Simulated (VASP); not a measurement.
Shape and ions are relaxed at each volume.

Energy against volume of Ru (hcp). The numbers are results of revPBE GGA, VASP's PBE PAW potentials (set 64) (plane waves; VASP), not measurements.

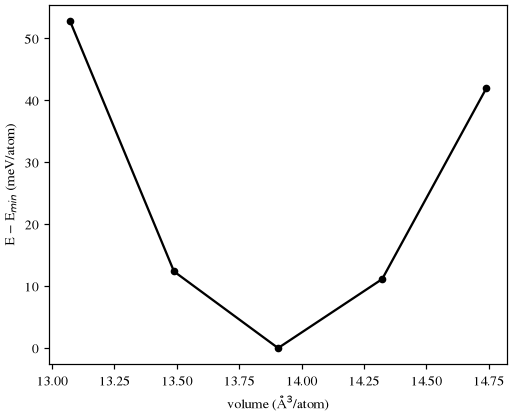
Figure: Energy against volume

Question: Estimate the equilibrium volume and the bulk modulus.

Answer: The minimum lies near 13.9 Å³/atom, and the curvature gives B0 of about 300 GPa.

Measured: bulk modulus 318 GPa at 0 K (computed value off by -5.5 %), as given by Vázquez-Parga, Fernández-Martínez, Viñes, J. Chem. Theory Comput. (2023), doi:10.1021/acs.jctc.3c00612, Supporting … [zero-point energy and finite temperature contributions removed].

The compound is Ru in the hcp structure. It was relaxed first.
